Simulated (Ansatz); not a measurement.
# SiH3F (SMILES F[SiH3]): HF/3-21G

What is the energy change on altering one bond length of SiH3F at HF/3-21G? 

The results are computed with Ansatz 0.2.0.

52 further runs of the same task are left out: 1 that didn't finish, 51 set aside as unsound or not needed.

## (1) The system as given

SiH3F has 5 atoms, charge 0, and is taken as a singlet. As SMILES, `F[SiH3]`. Geometry: relaxed at PBE0-D4/def2-TZVP.

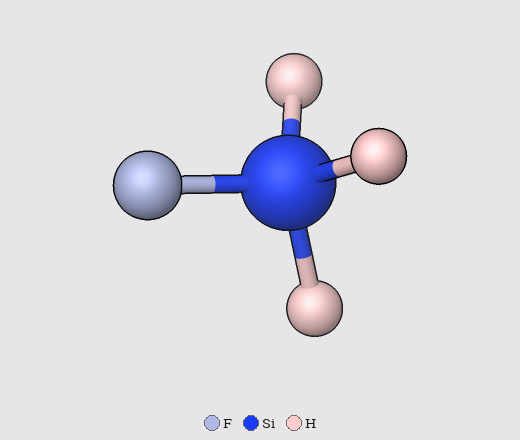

Viewed from a chosen angle; fluorine light blue, silicon blue, hydrogen pink.

## (2) A single-point energy at HF/3-21G

molecule.yaml

```yaml
basis:
  gaussian: {orbitals: 3-21G.json}
crystal:
  periodic: [false, false, false]
  atoms:
    - {symbol: F, position_ang: [-1.274600, 0.162800, 0.858000]}
    - {symbol: Si, position_ang: [0.043300, -0.019300, -0.030700]}
    - {symbol: H, position_ang: [-0.367800, -0.192600, -1.443700]}
    - {symbol: H, position_ang: [0.768600, -1.217900, 0.451600]}
    - {symbol: H, position_ang: [0.880500, 1.193400, 0.123400]}
hamiltonian: {xc: hf}
output: {orbitals: {seedname: orbitals}}
accuracy: high
```

The basis set 3-21G is read from a file made from the Basis Set Exchange's data (not shown).

Started as:

```sh
$ ansatz run molecule.yaml --threads 1 --pin off --max-ram 3480MiB --events-out events.jsonl --progress --plain --runs-dir runs
```

The log of the run:

```text
Warning: RAYON_NUM_THREADS=1 ignored (pool sized by the plan → 1); use --threads N
Functional definition: HF
  name "HF"
  exchange = exact_x
  correlation = 0
572 factors; integrals over basis functions are off by at most 3.7e-9 eV
mean field evaluation 1: about -10558.9454 eV, gradient 2.3e1 eV
mean field evaluation 2: about -10558.9476 eV, gradient 2.3e1 eV
mean field evaluation 4: about -10559.9967 eV, gradient 1.0e0 eV
mean field evaluation 8: about -10560.0017 eV, gradient 3.2e-4 eV
mean field -10560.00174984 eV, -388.0729064805 hartree, gradient 1.6e-8 eV, S^2 0.000000; 0 other end points of the search recorded, 0 dependent functions left out
reference -10560.00174984 eV, -388.0729064805 hartree; 13, 13 occupied and 15, 15 virtual orbitals, 572 factors
Total energy: -10560.00174984 eV, -388.0729064805 hartree
```

Wall time 0.12 s (1 thread of Intel Xeon 6975P-C (Granite Rapids), shared host).

## (3) The distorted shape, same level

input.yaml

```yaml
crystal:
  periodic: [false, false, false]
  atoms:
    - {symbol: F, position_ang: [-0.781271, 0.370764, 2.553632]}
    - {symbol: Si, position_ang: [0.536629, 0.188664, 1.664932]}
    - {symbol: H, position_ang: [-0.367800, -0.192600, -1.443700]}
    - {symbol: H, position_ang: [1.261929, -1.009936, 2.147232]}
    - {symbol: H, position_ang: [1.373829, 1.401364, 1.819032]}
basis:
  gaussian:
    orbitals: 3-21G.json
hamiltonian:
  xc: hf
accuracy: high
output: {orbitals: {seedname: orbitals}}
```

The basis set 3-21G is read from a file made from the Basis Set Exchange's data (not shown).

Started as:

```sh
$ ansatz run input.yaml --threads 1 --pin off --max-ram 3480MiB --events-out events.jsonl --progress --plain --runs-dir runs
```

The log of the run:

```text
Warning: RAYON_NUM_THREADS=1 ignored (pool sized by the plan → 1); use --threads N
[... 4 set-up lines as earlier in the session ...]
557 factors; integrals over basis functions are off by at most 4.5e-9 eV
mean field evaluation 1: about -10552.6556 eV, gradient 2.4e1 eV
mean field evaluation 2: about -10552.6557 eV, gradient 2.4e1 eV
mean field evaluation 4: about -10554.4467 eV, gradient 1.2e0 eV
mean field evaluation 8: about -10554.4559 eV, gradient 7.9e-4 eV
mean field evaluation 16: about -10550.5916 eV, gradient 7.1e-1 eV
mean field -10554.45586570 eV, -387.8690989975 hartree, gradient 3.3e-8 eV, S^2 0.000000; 0 other end points of the search recorded, 0 dependent functions left out
reference -10554.45586570 eV, -387.8690989975 hartree; 13, 13 occupied and 15, 15 virtual orbitals, 557 factors
Total energy: -10554.45586570 eV, -387.8690989975 hartree
```

Wall time 0.14 s (1 thread of Intel Xeon 6975P-C (Granite Rapids), shared host).

## (4) Summary of results

At HF/3-21G:

| quantity | value |
| --- | --- |
| first shape: total energy | -388.07291 Eh |
| first shape: HOMO energy | -13.26 eV |
| first shape: LUMO energy | 4.09 eV |
| first shape: HOMO–LUMO gap | 17.36 eV |
| distorted shape: total energy | -387.86910 Eh |
| distorted shape: HOMO energy | -8.14 eV |
| distorted shape: LUMO energy | -1.00 eV |
| distorted shape: HOMO–LUMO gap | 7.14 eV |
| energy change with the Si2–H3 bond stretched from 1.482 to 3.260 Å | 5.546 eV |

What this shows: One bond (distorted shape) is far stretched, which a spin-restricted single reference describes badly; a broken-symmetry solution may lie lower. With the Si2–H3 bond stretched from 1.482 to 3.260 Å the energy rises by 5.55 eV (128 kcal/mol). The first shape isn't relaxed at this level, so the change isn't measured from a minimum. A restricted reference can't describe the breaking bond well at this length.
